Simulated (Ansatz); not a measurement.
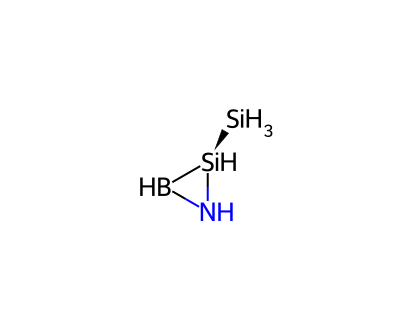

Structural formula above. Computed geometry: PBE0-D4/def2-TZVP optimisation.

What does the molecule look like in three dimensions?

The molecule is BH6NSi2. As SMILES it reads `[SiH3][Si@@H]1BN1`. Independent rings (smallest set): 1 of 3 members. Among its groups: Si–H bond, Si–N bond, B–H bond. The point group is C1. Coordination, clear cases only: 1 Si tetrahedral; 1 B T-shaped.

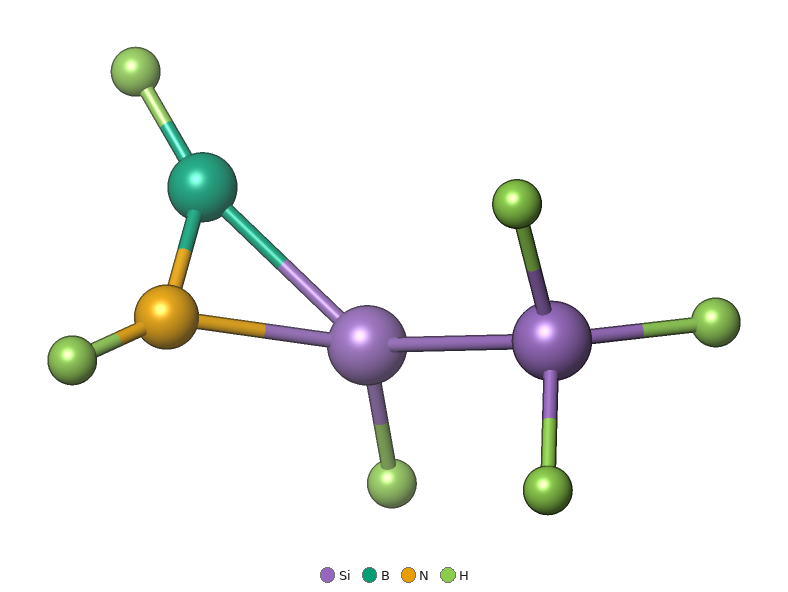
